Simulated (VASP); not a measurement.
# Nb3Sb under strain, part 3 of 4

Aim: follow the pressure of Nb3Sb through compression, expansion and shear. All runs use r2SCAN. Left out of this account: 1 further run (fields: a reference on another mesh). The start is a cell from a database of measured crystal structures.

VASP 6.6.1; r2SCAN; plane waves and PAW (Nb_sv, Sb).

Still holding for the runs below: Spin-orbit coupling is off here; with elements this heavy it splits and shifts levels by tenths of an eV or more.

So far, pressure (GPa): step 2 (bands, cell as listed) 1.21; step 3 (cell volume +4.0 %) -5.53; step 4 (cell volume +8.0 %) -11.0.

## 5. Bands, sheared, principal strains -2.1, +0.8, +1.3 %

The cell is sheared at fixed volume, which lowers its symmetry.

INCAR reads:

```
SYSTEM = Nb3Sb
PREC = Accurate
ENCUT = 400
EDIFF = 1E-06
NELM = 100
ISMEAR = -1
SIGMA = 0.05
LREAL = .FALSE.
ALGO = Normal
METAGGA = R2SCAN
LASPH = .TRUE.
NBANDS = 66
LORBIT = 11
LWAVE = .FALSE.
LCHARG = .FALSE.
KPAR = 8
```

POSCAR reads:

```
Nb3Sb
1.0
    5.3020110000     -0.0081200000     -0.0682460000
   -0.0081200000      5.3072210000     -0.0049490000
   -0.0682460000     -0.0049490000      5.1854810000
Nb Sb
6 2
Direct
    0.2500000000      0.0000000000      0.5000000000
    0.5000000000      0.7500000000      0.0000000000
    0.7500000000      0.0000000000      0.5000000000
    0.5000000000      0.2500000000      0.0000000000
    0.0000000000      0.5000000000      0.7500000000
    0.0000000000      0.5000000000      0.2500000000
    0.0000000000      0.0000000000      0.0000000000
    0.5000000000      0.5000000000      0.5000000000
```

KPOINTS reads:

```
Automatic mesh
0
Gamma
6 6 6
0 0 0
```

KPOINTS_OPT reads:

```
Line mode
12
Line-mode
Reciprocal
  0.00000000   0.50000000   0.00000000 X
  0.00000000   0.00000000   0.00000000 GAMMA

  0.00000000   0.00000000   0.00000000 GAMMA
  0.00000000   0.00000000  -0.50000000 Y

  0.00000000   0.50000000  -0.50000000 L
  0.00000000   0.00000000   0.00000000 GAMMA

  0.00000000   0.00000000   0.00000000 GAMMA
 -0.50000000   0.00000000   0.50000000 Z

 -0.50000000   0.50000000   0.50000000 N
  0.00000000   0.00000000   0.00000000 GAMMA

  0.00000000   0.00000000   0.00000000 GAMMA
 -0.50000000   0.00000000   0.00000000 M

 -0.50000000   0.50000000   0.00000000 R
  0.00000000   0.00000000   0.00000000 GAMMA
```

PAW data sets: Nb_sv and Sb (PBE family, release 64).

Launch:

```bash
$ mpirun -np 8 vasp_std
```

The program printed:

```text
[... set-up lines as in an earlier step ...]
 entering main loop
       N       E                     dE             d eps       ncg     rms          rms(c)
DAV:   1     0.793407999400E+03    0.79341E+03   -0.40497E+04 15056   0.115E+03
DAV:   2    -0.155908401602E+03   -0.94932E+03   -0.91553E+03 18430   0.490E+02
DAV:   3    -0.235186228402E+03   -0.79278E+02   -0.76912E+02 23984   0.999E+01
DAV:   4    -0.242495922257E+03   -0.73097E+01   -0.71580E+01 26072   0.273E+01
DAV:   5    -0.242977518551E+03   -0.48160E+00   -0.48054E+00 23288   0.681E+00    0.261E+01
DAV:   6    -0.203146734784E+03    0.39831E+02   -0.18942E+01 22632   0.241E+01    0.566E+00
DAV:   7    -0.203223255310E+03   -0.76521E-01   -0.11731E+00 21136   0.503E+00    0.288E+00
DAV:   8    -0.203291535913E+03   -0.68281E-01   -0.34745E-01 23048   0.294E+00    0.136E+00
DAV:   9    -0.203293940024E+03   -0.24041E-02   -0.55209E-02 24968   0.140E+00    0.923E-01
DAV:  10    -0.203296535145E+03   -0.25951E-02   -0.12735E-02 20592   0.603E-01    0.358E-01
DAV:  11    -0.203297646351E+03   -0.11112E-02   -0.22098E-03 19152   0.251E-01    0.107E-01
DAV:  12    -0.203297715816E+03   -0.69465E-04   -0.47249E-04 22872   0.998E-02    0.160E-02
DAV:  13    -0.203297718297E+03   -0.24807E-05   -0.28842E-05 22768   0.297E-02    0.943E-03
DAV:  14    -0.203297714086E+03    0.42110E-05   -0.31069E-06 13432   0.123E-02    0.604E-03
DAV:  15    -0.203297708650E+03    0.54356E-05   -0.10059E-06 10160   0.658E-03    0.328E-03
DAV:  16    -0.203297708669E+03   -0.19325E-07   -0.30548E-07  9504   0.328E-03
   1 F= -.20329771E+03 E0= -.20328679E+03  d E =-.218287E-01
 Start KPOINTS_OPT (optional k-point list driver)
k-point batch [1-84\84]
       N       E                     dE             ncg
DAV:   1     0.185857192292E+05   -0.64273E+05    11344
DAV:   2    -0.633738529631E+05   -0.81960E+05    13550
DAV:   3    -0.699732952119E+05   -0.65994E+04    17792
DAV:   4    -0.705029597840E+05   -0.52966E+03    19016
DAV:   5    -0.705314772230E+05   -0.28517E+02    17406
DAV:   6    -0.705327365374E+05   -0.12593E+01    19272
DAV:   7    -0.705328092705E+05   -0.72733E-01    18136
DAV:   8    -0.705328143587E+05   -0.50883E-02    16232
DAV:   9    -0.705328147506E+05   -0.39186E-03    14128
DAV:  10    -0.705328147837E+05   -0.33125E-04    11520
DAV:  11    -0.705328147869E+05   -0.31806E-05     8864
DAV:  12    -0.705328147875E+05   -0.64410E-06     8032
```

The job ended after 6.4 min (8 MPI ranks of AMD EPYC 9R45, shared host; peak memory 7.2 GiB; 51 min of CPU time).

Parts of OUTCAR (step 5):

```text
   k-points           NKPTS =    112   k-points in BZ     NKDIM =    112   number of bands    NBANDS=     66

   ENCUT  =  400.0 eV  29.40 Ry    5.42 a.u.   8.65  8.65  8.46*2*pi/ulx,y,z

   NELECT =      88.0000    total number of electrons

 E-fermi :  11.9069

 k-point     1 :       0.0000    0.0000    0.0000
  band No.  band energies     occupation
    ...
     40      10.8691      2.00000
     41      10.9816      2.00000
     42      11.0074      2.00000
     43      11.6066      1.99509
     44      11.7439      1.92615
     45      13.0716      0.00000
     46      14.3202      0.00000
     47      14.3570      0.00000
     48      14.4746      0.00000
     49      15.2885      0.00000
    ...

  Total       -0.2681299     -0.5776120      4.5353228      0.2373826      0.1577225      2.1943063
  in kB       -2.9446523     -6.3434413     49.8077515      2.6069792      1.7321376     24.0982763
  external PRESSURE =      13.5065526 kB  Pullay stress =       0.0000000 kB

 POSITION                                       TOTAL-FORCE (eV/Angst)
 -----------------------------------------------------------------------------------
      1.29138     -0.00450      2.57568         0.138068     -0.016187      0.168413
      2.64492      3.97636     -0.03783        -0.016004      0.121023      0.012191
      3.94239     -0.00856      2.54156        -0.138068      0.016187     -0.168413
      2.64898      1.32275     -0.03536         0.016004     -0.121023     -0.012191
     -0.05524      2.64990      3.88664         0.147395     -0.010940      0.014057
     -0.02112      2.65237      1.29390        -0.147395      0.010940     -0.014057
      0.00000      0.00000      0.00000         0.000000     -0.000000      0.000000
      2.61282      2.64708      2.55614         0.000000     -0.000000      0.000000
 -----------------------------------------------------------------------------------
    total drift:                                0.000000      0.000000     -0.000000

  FREE ENERGIE OF THE ION-ELECTRON SYSTEM (eV)
  ---------------------------------------------------
  free  energy   TOTEN  =      -203.2977086692 eV

  energy  without entropy=     -203.2758800008  energy(sigma->0) =     -203.28679433

[... 1 part as in an earlier step ...]

[... 14 further parts left out ...]
```

The path and its labels are those of the sheared lattice, so a letter need not mean the same point as in the unstrained cell.

This step gave:

| Property | Result |
| --- | --- |
| SCF cycles | 16 |
| irreducible k-points | 112 |
| symmetry operations | 2 |
| free energy (TOTEN) | -203.2977 eV |
| energy at zero smearing | -203.2868 eV |
| Fermi energy | 11.91 eV |
| pressure | 1.351 GPa |

The electronic bands at the labelled points (eV, zero at the Fermi level; # counts the bands kept, so #1 is VASP's band 27):

| point | #15 | #16 | #17 | #18 | #19 | #20 | #21 | #22 |
| --- | --- | --- | --- | --- | --- | --- | --- | --- |
| X | -1.23 | -1.13 | -0.73 | -0.68 | 1.36 | 1.51 | 2.18 | 2.22 |
| Γ | -0.93 | -0.90 | -0.30 | -0.16 | 1.16 | 2.41 | 2.45 | 2.57 |
| Y | -1.23 | -1.22 | -0.58 | -0.58 | 1.39 | 1.40 | 2.14 | 2.14 |
| jump to L | -0.16 | -0.01 | 0.04 | 0.33 | 0.41 | 0.41 | 0.53 | 0.54 |
| Γ | -0.93 | -0.90 | -0.30 | -0.16 | 1.16 | 2.41 | 2.45 | 2.57 |
| Z | -0.12 | -0.01 | 0.05 | 0.32 | 0.37 | 0.48 | 0.50 | 0.53 |
| jump to N | -0.27 | -0.27 | -0.22 | -0.22 | -0.19 | -0.17 | -0.04 | -0.04 |
| Γ | -0.93 | -0.90 | -0.30 | -0.16 | 1.16 | 2.41 | 2.45 | 2.57 |
| M | -1.26 | -1.14 | -0.73 | -0.67 | 1.35 | 1.51 | 2.20 | 2.23 |
| jump to R | -0.29 | -0.02 | -0.01 | 0.33 | 0.34 | 0.42 | 0.60 | 0.60 |
| Γ | -0.93 | -0.90 | -0.30 | -0.16 | 1.16 | 2.41 | 2.45 | 2.57 |

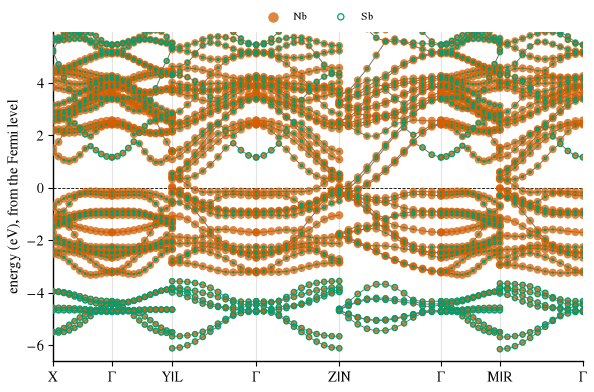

Electronic bands along the path; dots are coloured as in the legend, and their area grows with the weight.

Force by atom:

```csv
atom,x (eV/Å),y (eV/Å),z (eV/Å),size
Nb1,0.138,-0.016,0.168,0.218
Nb2,-0.016,0.121,0.012,0.123
Nb3,-0.138,0.016,-0.168,0.218
Nb4,0.016,-0.121,-0.012,0.123
Nb5,0.147,-0.011,0.014,0.148
Nb6,-0.147,0.011,-0.014,0.148
Sb7,0.000,0.000,0.000,0.000
Sb8,0.000,0.000,0.000,0.000
```

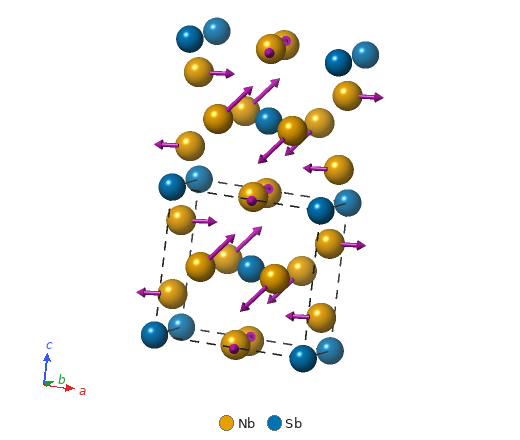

Force as arrows, the longest 0.218 eV/Å. 1×1×2 cells are drawn. Some periodic images of atoms are drawn too.

 The pressure is 1.35 GPa, and the symmetry operations fall from 48 to 2.

## 6. Bands, volume times 0.96

The cell is compressed evenly, with fractional positions held.

INCAR is that of step 5.

POSCAR, as its differences from that of step 5:

```diff
@@ -2,5 +2,5 @@
 1.0
-    5.3020110000     -0.0081200000     -0.0682460000
-   -0.0081200000      5.3072210000     -0.0049490000
-   -0.0682460000     -0.0049490000      5.1854810000
+    5.1931520892      0.0000000000      0.0000000000
+    0.0000000000      5.1931520892      0.0000000000
+    0.0000000000      0.0000000000      5.1931520892
 Nb Sb
```

KPOINTS is that of step 5.

KPOINTS_OPT reads:

```
Line mode
12
Line-mode
Reciprocal
  0.00000000   0.00000000   0.00000000 GAMMA
  0.00000000   0.50000000   0.00000000 X

  0.00000000   0.50000000   0.00000000 X
  0.50000000   0.50000000   0.00000000 M

  0.50000000   0.50000000   0.00000000 M
  0.00000000   0.00000000   0.00000000 GAMMA

  0.00000000   0.00000000   0.00000000 GAMMA
  0.50000000   0.50000000   0.50000000 R

  0.50000000   0.50000000   0.50000000 R
  0.00000000   0.50000000   0.00000000 X

  0.50000000   0.50000000   0.00000000 M
  0.50000000   0.50000000   0.50000000 R
```

Launch:

```bash
$ mpirun -np 8 vasp_std
```

The program printed:

```text
[... set-up lines as in an earlier step ...]
 entering main loop
       N       E                     dE             d eps       ncg     rms          rms(c)
DAV:   1     0.803838995160E+03    0.80384E+03   -0.40413E+04  2696   0.115E+03
DAV:   2    -0.155648443010E+03   -0.95949E+03   -0.92509E+03  3292   0.494E+02
DAV:   3    -0.235015404719E+03   -0.79367E+02   -0.77171E+02  4248   0.101E+02
DAV:   4    -0.242290617761E+03   -0.72752E+01   -0.71291E+01  4608   0.272E+01
DAV:   5    -0.242727488480E+03   -0.43687E+00   -0.43598E+00  4120   0.659E+00    0.276E+01
DAV:   6    -0.203018984495E+03    0.39709E+02   -0.18343E+01  4032   0.238E+01    0.601E+00
DAV:   7    -0.203087103986E+03   -0.68119E-01   -0.10639E+00  3728   0.493E+00    0.290E+00
DAV:   8    -0.203148386423E+03   -0.61282E-01   -0.33564E-01  4152   0.284E+00    0.136E+00
DAV:   9    -0.203154492190E+03   -0.61058E-02   -0.36237E-02  4192   0.922E-01    0.633E-01
DAV:  10    -0.203157212367E+03   -0.27202E-02   -0.31026E-03  3416   0.290E-01    0.174E-01
DAV:  11    -0.203157220159E+03   -0.77913E-05   -0.96209E-04  3696   0.144E-01    0.232E-02
DAV:  12    -0.203157220330E+03   -0.17105E-06   -0.82509E-05  3960   0.508E-02    0.171E-02
DAV:  13    -0.203157210518E+03    0.98118E-05   -0.54695E-06  3440   0.101E-02    0.410E-03
DAV:  14    -0.203157209575E+03    0.94280E-06   -0.33801E-07  1800   0.339E-03
   1 F= -.20315721E+03 E0= -.20314731E+03  d E =-.198021E-01
 Start KPOINTS_OPT (optional k-point list driver)
k-point batch [1-20\72]
       N       E                     dE             ncg
DAV:   1     0.436898409721E+04   -0.16463E+05     2656
DAV:   2    -0.153097021510E+05   -0.19679E+05     3190
DAV:   3    -0.169003196770E+05   -0.15906E+04     4246
DAV:   4    -0.170251419852E+05   -0.12482E+03     4520
DAV:   5    -0.170318432774E+05   -0.67013E+01     4168
DAV:   6    -0.170321904001E+05   -0.34712E+00     4520
DAV:   7    -0.170322129375E+05   -0.22537E-01     4288
DAV:   8    -0.170322142781E+05   -0.13406E-02     3952
DAV:   9    -0.170322143805E+05   -0.10247E-03     3456
DAV:  10    -0.170322143872E+05   -0.66459E-05     2752
DAV:  11    -0.170322143877E+05   -0.55409E-06     2112
[...]
k-point batch [61-72\72]
       N       E                     dE             ncg
DAV:   1     0.164932011925E+05   -0.23212E+05     1624
DAV:   2     0.470844292446E+04   -0.11785E+05     1892
DAV:   3     0.377596997691E+04   -0.93247E+03     2440
DAV:   4     0.368663739456E+04   -0.89333E+02     2616
DAV:   5     0.368170495283E+04   -0.49324E+01     2664
DAV:   6     0.368156561649E+04   -0.13934E+00     2496
DAV:   7     0.368155943779E+04   -0.61787E-02     2656
DAV:   8     0.368155904758E+04   -0.39021E-03     2208
DAV:   9     0.368155902851E+04   -0.19073E-04     1968
DAV:  10     0.368155902705E+04   -0.14641E-05     1296
DAV:  11     0.368155902683E+04   -0.21760E-06     1176
```

It took 2.8 min on 8 MPI ranks; peak memory 2.6 GiB; 22 min of CPU time.

OUTCAR, selected parts (step 6):

```text
   ENCUT  =  400.0 eV  29.40 Ry    5.42 a.u.   8.47  8.47  8.47*2*pi/ulx,y,z

   NELECT =      88.0000    total number of electrons

 E-fermi :  12.4828

 k-point     1 :       0.0000    0.0000    0.0000
  band No.  band energies     occupation
    ...
     40      11.5029      2.00000
     41      11.5029      2.00000
     42      11.5029      2.00000
     43      12.2627      1.97580
     44      12.2627      1.97580
     45      13.9124      0.00000
     46      15.0934      0.00000
     47      15.0934      0.00000
     48      15.0934      0.00000
     49      16.1231      0.00000
    ...

  Total        8.3192820      8.3192820      8.3192820      0.0000000      0.0000000      0.0000000
  in kB       95.1707081     95.1707081     95.1707081      0.0000000      0.0000000      0.0000000
  external PRESSURE =      95.1707081 kB  Pullay stress =       0.0000000 kB

 POSITION                                       TOTAL-FORCE (eV/Angst)
 -----------------------------------------------------------------------------------
      1.29829      0.00000      2.59658        -0.000000     -0.000000      0.000000
      2.59658      3.89486      0.00000        -0.000000      0.000000      0.000000
      3.89486      0.00000      2.59658         0.000000     -0.000000     -0.000000
      2.59658      1.29829      0.00000        -0.000000      0.000000      0.000000
      0.00000      2.59658      3.89486         0.000000      0.000000     -0.000000
      0.00000      2.59658      1.29829         0.000000      0.000000     -0.000000
      0.00000      0.00000      0.00000        -0.000000      0.000000     -0.000000
      2.59658      2.59658      2.59658        -0.000000      0.000000     -0.000000
 -----------------------------------------------------------------------------------
    total drift:                                0.000000      0.000000     -0.000000

  FREE ENERGIE OF THE ION-ELECTRON SYSTEM (eV)
  ---------------------------------------------------
  free  energy   TOTEN  =      -203.1572095749 eV

  energy  without entropy=     -203.1374074624  energy(sigma->0) =     -203.14730852

[... 5 parts as in an earlier step ...]

[... 11 further parts left out ...]
```

Numbers from this step:

* SCF cycles: 14
* irreducible k-points: 20
* symmetry operations: 48
* free energy (TOTEN): -203.1572 eV
* energy at zero smearing: -203.1473 eV
* Fermi energy: 12.48 eV
* pressure: 9.517 GPa

The electronic bands at the labelled points (eV, zero at the Fermi level; # counts the bands kept, so #1 is VASP's band 27):

```csv
point,#15,#16,#17,#18,#19,#20,#21,#22
Γ,-0.98,-0.98,-0.22,-0.22,1.43,2.61,2.61,2.61
X,-1.27,-1.27,-0.62,-0.62,1.54,1.54,2.29,2.29
M,-0.20,-0.02,-0.02,0.35,0.46,0.46,0.54,0.56
Γ,-0.98,-0.98,-0.22,-0.22,1.43,2.61,2.61,2.61
R,-0.27,-0.27,-0.13,-0.13,-0.13,-0.13,-0.13,-0.13
X,-1.27,-1.27,-0.62,-0.62,1.54,1.54,2.29,2.29
jump to M,-0.20,-0.02,-0.02,0.35,0.46,0.46,0.54,0.56
R,-0.27,-0.27,-0.13,-0.13,-0.13,-0.13,-0.13,-0.13
```

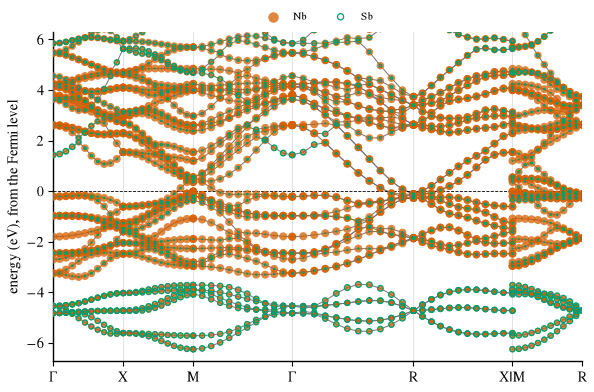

Electronic bands along the path; dots are coloured as in the legend, and their area grows with the weight.

 The pressure is 9.52 GPa.

Between step 2 and this run (cell volume -4.0 %) the value for the pressure moves from 1.21 GPa to 9.52 GPa (+684 %).

(Part 3 of 4 ends here.)

[Lines on the potential files, build, host, timing and source positions are cut from VASP's logs without a mark.]

[Logs are printed without paths, hosts, clocks, repeated set-up lines and the standing remarks that a program may print on its own settings, such as how far it seeks lower states.]

[Hosts, paths, dates, database ids (printed as entryN), source tags and the programs' standing remarks are cut or masked in the printed files.]

[A measured line is paired with the nearest computed mode of its activity, which favours agreement.]
